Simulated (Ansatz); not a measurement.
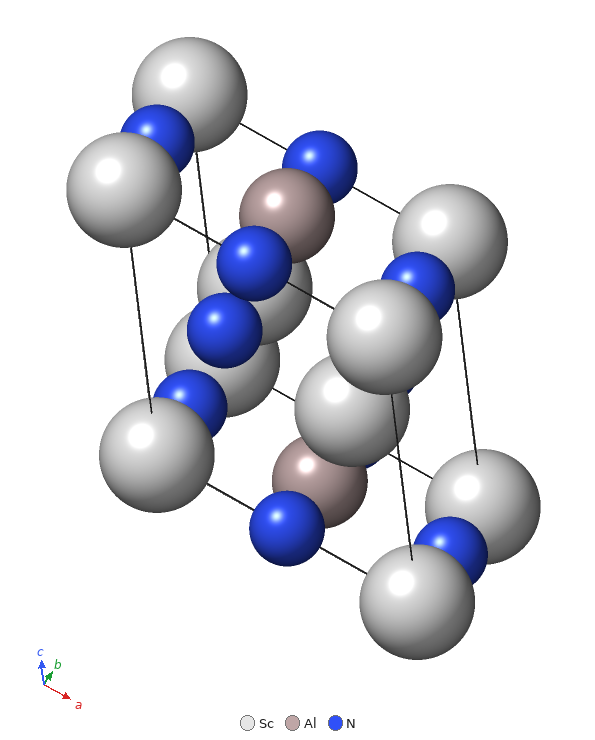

Spheres-only representation of a periodic structure, projected slightly off an axis. The lines enclose the cell (the run's own, in a reduced setting); boundary atoms appear with their images.

```yaml
crystal:
  lattice:
    - [4.44812, 0.00000, 0.00000]
    - [0.00000, 4.44812, 0.00000]
    - [-2.22406, -2.22406, 4.38297]
  atoms:
    - { symbol: Sc, position: [0.25000, 0.75000, 0.50000] }
    - { symbol: Sc, position: [0.75000, 0.25000, 0.50000] }
    - { symbol: Sc, position: [0.00000, 0.00000, 0.00000] }
    - { symbol: Al, position: [0.50000, 0.50000, 0.00000] }
    - { symbol: N, position: [0.50000, 0.00000, 0.00000] }
    - { symbol: N, position: [0.73961, 0.73961, 0.47922] }
    - { symbol: N, position: [0.00000, 0.50000, 0.00000] }
    - { symbol: N, position: [0.26039, 0.26039, 0.52078] }
```

Computed with DFT PBE, scalar-relativistic, plane waves, PAW in Ansatz. Settings: an energy cutoff of 420 eV, k-points about 0.17 Å⁻¹ apart, Gaussian smearing of 0.02 eV, no spin polarisation.

> State the Bader charges by element.

Sc +1.82 e; Al +2.39 e; N -2.00 to -1.93 e. The transfer is large, as in an ionic solid.

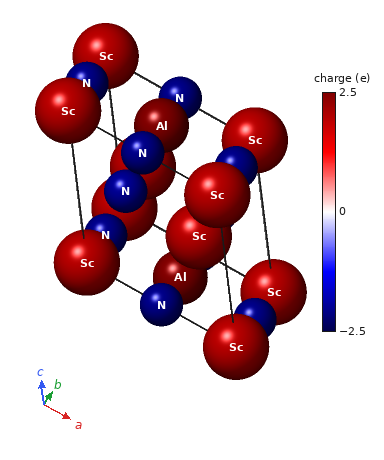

The atoms coloured by those charges.

The initial geometry was a structure type filled with these elements by a generator (whether the compound takes this form wasn't checked). Earlier steps of the study may have refined or changed the cell and positions. It went into a calculation with Ansatz.
